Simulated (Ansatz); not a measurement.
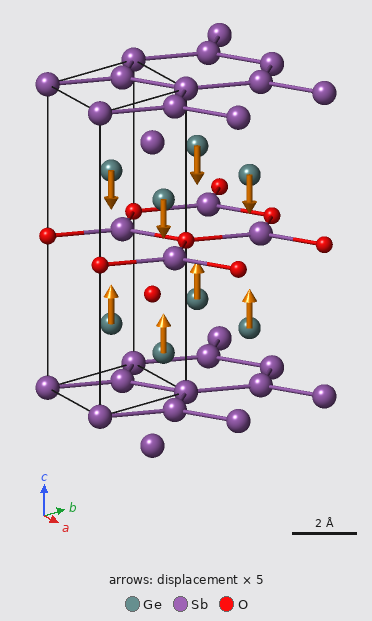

This is a relaxation of a crystal of Ge₂Sb₃O (a generated structure, set up in P-6m2). The starting structure is drawn; orange arrows show the displacements (the part carried along by the change of the cell is left out), magnified 5 times.

Style: ball-and-stick. Shown: the cell of the calculation, repeated 2 × 2 × 1 with one cell outlined, slightly off an axis.

Method: Ansatz 0.2.0, DFT PBE, scalar-relativistic, plane waves, PAW. Settings: plane-wave cutoff 420 eV; k-point mesh 12 × 12 × 4; occupations gaussian; smearing width 0.1 eV; no spin polarisation; cell and atoms relaxed; force threshold 0.01 eV/Å; at most 80 steps.

Atoms of which element are displaced furthest, and by how much?

Answer. Germanium: up to 0.25 Å, against 0.00 Å for antimony.

Describe the change and its energy.

Answer. The largest moves relative to the cell, 0.25 Å, are those of Ge atoms. Sb and O stay in place. The drawn cell changes as follows: a = b 4.403 → 5.054 Å (+14.8 %), c 9.811 → 5.982 Å (−39.0 %); the volume changes by −19.6 %. Near-neighbour distances that change, for instance: Ge–Ge 4.950 → 2.508 Å, Sb–Sb 4.905 → 2.991 Å, O–Sb 4.905 → 2.991 Å, O–Sb 2.542 → 2.918 Å. The space group stays P-6m2 (No. 187). After 15 accepted moves (17 points after the start) the energy has fallen by 3.228 eV per cell of the calculation. The largest force component goes from 0.035 to 0.00052 eV/Å. The pressure goes from 2.28 to 0.02 GPa. The SCF was repeated twice at an unchanged geometry on a basis and grid sized afresh for the cell, which shifted the energy by 73.5 meV per cell of the calculation at most.
